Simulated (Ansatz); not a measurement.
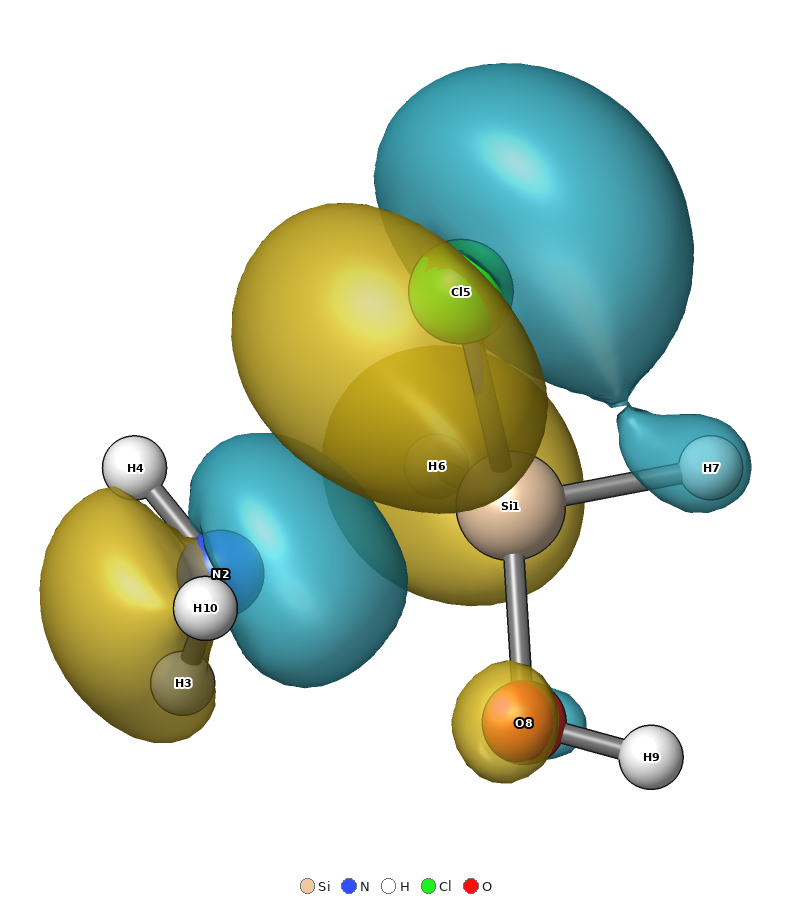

Figure. ClH$_{3}$OSi···NH$_{3}$. The HOMO−1 at ±0.08 Å⁻³ᐟ² (yellow and cyan are the two phases), seen across its widest extent.

All numbers below come from RKS B3LYP-D4/6-31G* in Ansatz 0.2.0.

Input

```
crystal:
  periodic: [false, false, false]
  atoms:
    - { symbol: Si, position_ang: [0.047578, -0.536169, -0.433458] }
    - { symbol: "N", position_ang: [0.269584, 0.152122, 2.495136] }
    - { symbol: H, position_ang: [-0.426152, 0.292088, 3.224441] }
    - { symbol: H, position_ang: [1.116665, 0.629853, 2.79305] }
    - { symbol: Cl, position_ang: [1.816513, 0.563125, -0.487217] }
    - { symbol: H, position_ang: [-1.078356, 0.317855, -0.048566] }
    - { symbol: H, position_ang: [-0.108013, -1.012287, -1.832617] }
    - { symbol: O, position_ang: [0.160946, -1.887431, 0.545644] }
    - { symbol: H, position_ang: [0.519101, -2.647561, 0.065781] }
    - { symbol: H, position_ang: [0.486633, -0.860894, 2.477705] }
basis:
  gaussian: { orbitals: "6-31G*" }
hamiltonian:
  xc: b3lyp
  dispersion: d4
relax:
  f_tol: 0.03
  max_steps: 50
output:
  orbitals: {}
```

Launched as:

```sh
ansatz run input.yaml --threads 1 --pin off --max-ram 2048MiB --backend cpu --events-out ev --progress --plain --runs-dir out
```

The fields are those of the run's last geometry, not of the input's.

What is the character of this orbital?

It lies mainly on Cl5 (about 60 %), N2 (about 15 %), Si1 (about 10 %) and H6 (about 5 %). Its energy is −7.93 eV.
